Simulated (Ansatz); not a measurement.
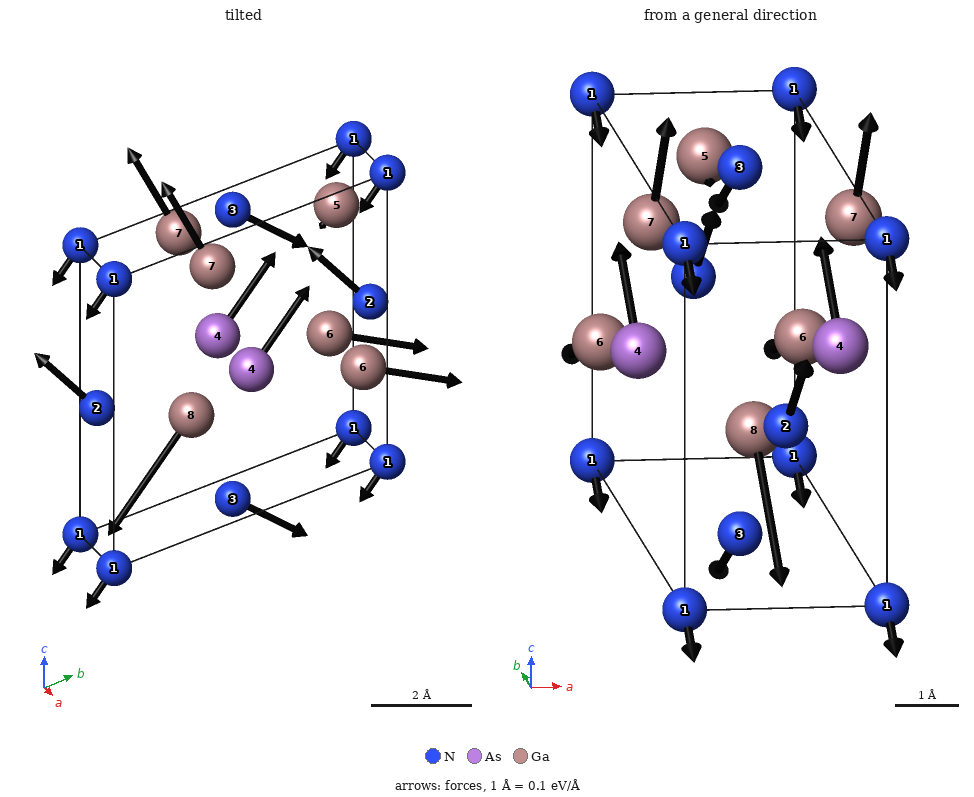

Spheres-only drawing of the structure, looking slightly off an axis and from a general direction. The parallelepiped is the simulation cell. The arrows are the computed forces on the atoms.

System: Ga₄AsN₃. Computed with Ansatz, DFT, PBE with spin-orbit coupling, plane waves, PAW. Settings: plane waves up to 420 eV, k-point mesh 8×6×6, Fermi-Dirac smearing of 0.02 eV, no moments seeded, so the run stays non-magnetic, spinor wavefunctions.

Question: Are the atoms in equilibrium?

Answer: No. The atoms still feel forces of up to about 0.25 eV/Å, far above a usual threshold of 0.01 to 0.03 eV/Å.

Question: On which atom is the force largest?

Answer: Ga8, about 0.25 eV/Å.

Its origin is a structure type filled with these elements by a generator (whether the compound takes this form wasn't checked). Earlier steps of the study, as a rule a relaxation of our own, may have changed the cell and positions, so they can lie some per cent off the listed ones. Ansatz was used for an electronic-structure calculation on it.
